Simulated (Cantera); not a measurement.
Charge: 1 mol CaCO₃, 1.8 mol O₂, 4.3 mol H₂O, at 0.180 bar.

These are equilibrium values from Cantera (NASA tables, ideal gas, pure condensed phases), not measurements of a reactor. Candidate condensed phases: C, C₆H₆, C₇H₈, C₈H₁₈, Ca, CaCO₃, CaO, Ca(OH)₂, H₂O; 115 gas species. Kinetics and transport are ignored.

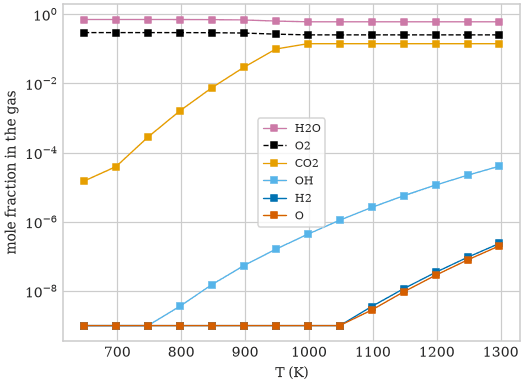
Fig. 1. Equilibrium gas composition (values under 1e-9 drawn at 1e-9)

At 648 K the condensed part is CaCO₃(calcite). At 698 K the condensed part is CaCO₃(calcite) + Ca(OH)₂(s). From 748 K to 948 K the condensed part is CaCO₃(calcite) + CaO(s). From 998 K to 1298 K the condensed part is CaO(s).
